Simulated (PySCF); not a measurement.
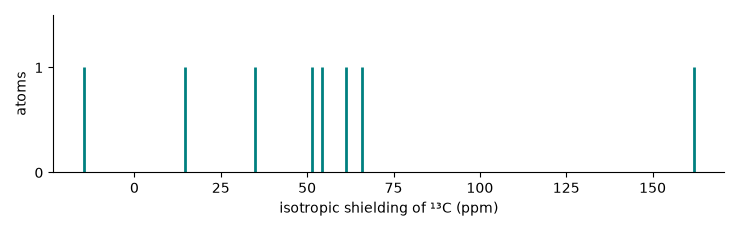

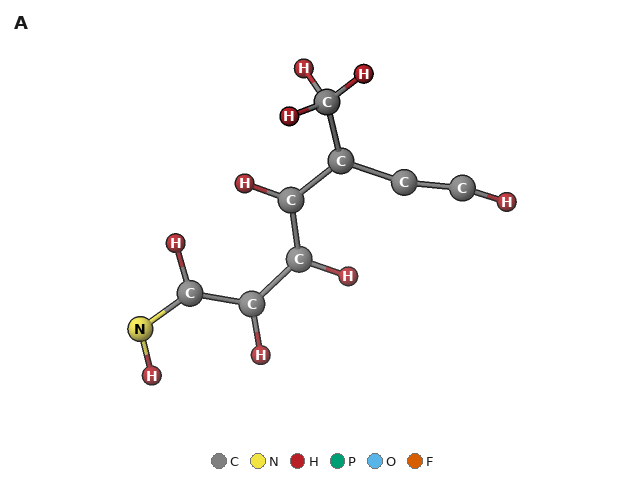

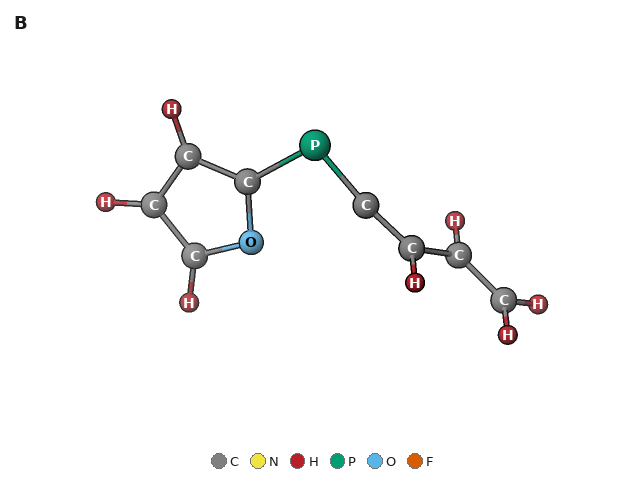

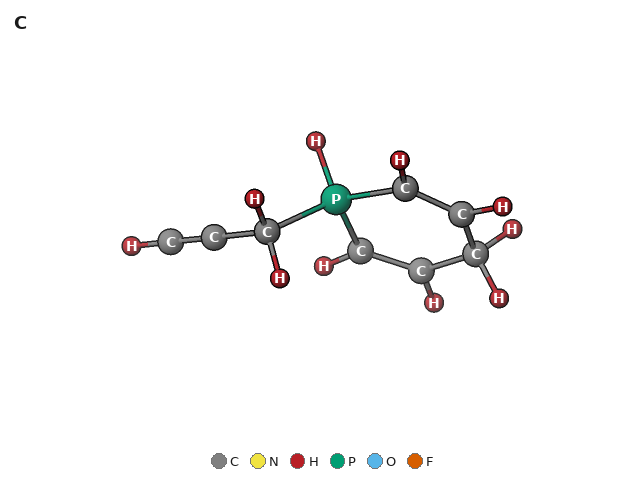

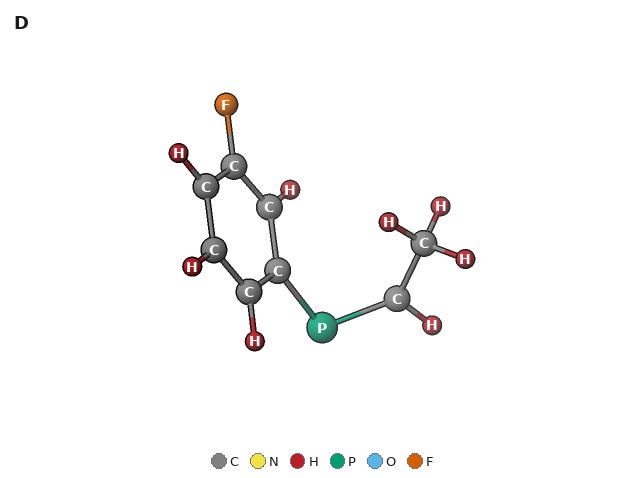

The sticks are computed shieldings of one of the molecules, for one fixed geometry (GFN2-xTB) without averaging over rotations. Low shielding means a high chemical shift. Method: GIAO PBE0/pcSseg-1 NMR shielding, non-relativistic, gas phase (PySCF 2.14.0).

Question: Which molecule gives this pattern?

Answer: D, `C/C=P\c1cccc(F)c1`. Its 8 C atoms give lines at −14.7, 14.7, 35.0, 51.3, 54.3, 61.1, 65.8, 161.9 ppm.

The geometry is semi-empirical. Around P such bond lengths and angles can be off by a tenth of an ångström or more and by several degrees, and values that hang on the shape move with them.
